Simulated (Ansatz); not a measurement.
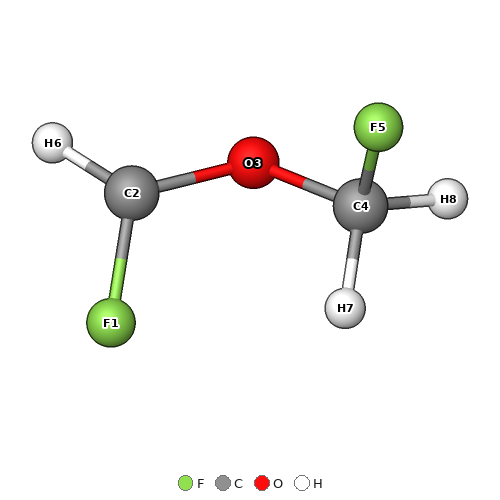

The system is C₂H₃F₂O, SMILES F[CH]OCF, spin multiplicity 2; the picture shows the reference structure. 
- Coordinates scanned: (1) angle C2–O3–C4 (carried through 180); (2) change of the bonds O3–C2, O3–C4, all alike.
- Nothing is relaxed (all other coordinates rigid).
- The scan uses a 15 × 15 grid.
- Points are written as (first, second).
- Energies are in kJ/mol, from the relaxed molecule at the same level.
- Theory: UKS PBE0-D4/def2-SVP (Ansatz).

Its coordinates:

```yaml
atoms:
  - { symbol: F, position_ang: [0.7420, -0.2239, 1.7368] }
  - { symbol: C, position_ang: [0.1465, 0.7582, 1.0503] }
  - { symbol: O, position_ang: [-0.6601, 0.3286, 0.0606] }
  - { symbol: C, position_ang: [-0.0910, -0.4875, -0.9101] }
  - { symbol: F, position_ang: [0.6303, 0.2500, -1.7885] }
  - { symbol: H, position_ang: [-0.3211, 1.5195, 1.6848] }
  - { symbol: H, position_ang: [0.5749, -1.2371, -0.4518] }
  - { symbol: H, position_ang: [-0.9292, -0.9652, -1.4380] }
```

Range: angle C2–O3–C4 (carried through 180) from 99.1 to 260.9°; change of the bonds O3–C2, O3–C4, all alike from −0.151 to 0.233 Å.

> What landscape does the calculation give?

The lowest grid point is at (122.2°, −0.014 Å), 2.5 kJ/mol from the relaxed molecule at the same level. There is a further well near (237.8°, −0.014 Å) (16 kJ/mol above the lowest at that grid point). The highest grid point, (260.9°, −0.151 Å), lies 316 kJ/mol above the lowest. On the interpolated surface the easiest way out of the lowest well to the well at about (240°, 0.00 Å) passes a barrier of about 104 kJ/mol. Round the minimum the valley is somewhat tilted: raising the first coordinate shifts the best value of the second coordinate downwards (coupling k₁₂/√(k₁₁k₂₂) about 0.2).

| second ↓, first → | 99.1 | 110.6 | 122.2 | 133.8 | 145.3 | 156.9 | 168.4 | 180.0 | 191.6 | 203.1 | 214.7 | 226.2 | 237.8 | 249.4 | 260.9 |
| --- | --- | --- | --- | --- | --- | --- | --- | --- | --- | --- | --- | --- | --- | --- | --- |
| 0.233 | 142 | 136 | 151 | 179 | 212 | 246 | 272 | 283 | 276 | 254 | 224 | 193 | 167 | 155 | 169 |
| 0.205 | 119 | 111 | 124 | 151 | 185 | 218 | 243 | 254 | 248 | 227 | 197 | 166 | 140 | 130 | 147 |
| 0.178 | 98 | 87 | 100 | 126 | 159 | 192 | 217 | 228 | 222 | 201 | 171 | 141 | 116 | 107 | 129 |
| 0.151 | 80 | 66 | 77 | 102 | 135 | 167 | 192 | 202 | 197 | 176 | 148 | 118 | 94 | 86 | 112 |
| 0.123 | 64 | 46 | 55 | 80 | 111 | 143 | 167 | 178 | 172 | 153 | 125 | 95 | 72 | 67 | 98 |
| 0.096 | 52 | 30 | 37 | 60 | 91 | 123 | 146 | 157 | 151 | 132 | 105 | 76 | 54 | 51 | 88 |
| 0.068 | 43 | 17 | 22 | 43 | 73 | 104 | 127 | 137 | 132 | 114 | 87 | 59 | 39 | 39 | 82 |
| 0.041 | 40 | 8 | 10 | 31 | 60 | 89 | 112 | 122 | 117 | 99 | 73 | 46 | 27 | 30 | 82 |
| 0.014 | 42 | 4 | 4 | 22 | 50 | 79 | 101 | 111 | 106 | 89 | 63 | 37 | 20 | 27 | 87 |
| −0.014 | 51 | 6 | 2 | 19 | 46 | 74 | 95 | 105 | 100 | 83 | 58 | 33 | 19 | 30 | 99 |
| −0.041 | 67 | 16 | 8 | 23 | 47 | 74 | 95 | 104 | 100 | 83 | 59 | 36 | 24 | 40 | 119 |
| −0.068 | 92 | 33 | 21 | 33 | 56 | 82 | 102 | 111 | 106 | 90 | 67 | 45 | 36 | 57 | 149 |
| −0.096 | 129 | 61 | 44 | 54 | 75 | 99 | 118 | 126 | 122 | 106 | 84 | 64 | 58 | 86 | 192 |
| −0.123 | 178 | 100 | 78 | 84 | 103 | 125 | 143 | 151 | 146 | 131 | 110 | 93 | 90 | 125 | 246 |
| −0.151 | 244 | 154 | 125 | 128 | 144 | 165 | 181 | 188 | 184 | 169 | 150 | 135 | 137 | 180 | 318 |

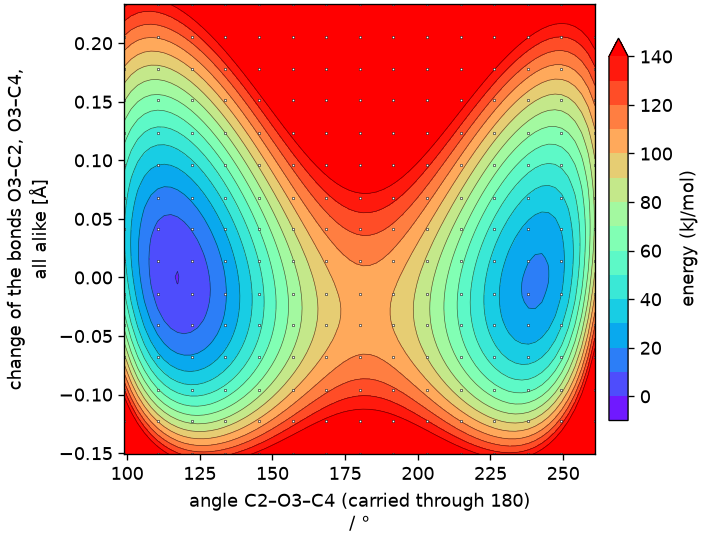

In the figure: filled contours, dots at the grid points, one colour for all values above the top of the scale. Between grid points the surface is interpolated.

Each point was launched as `ansatz run input.yaml --threads 1 --pin off --max-ram 2560MiB --backend cpu --events-out ev --progress --plain --runs-dir out`. The whole map (225 points run) took 19 min on 1 thread of Arm Neoverse V2, with other jobs on the host.
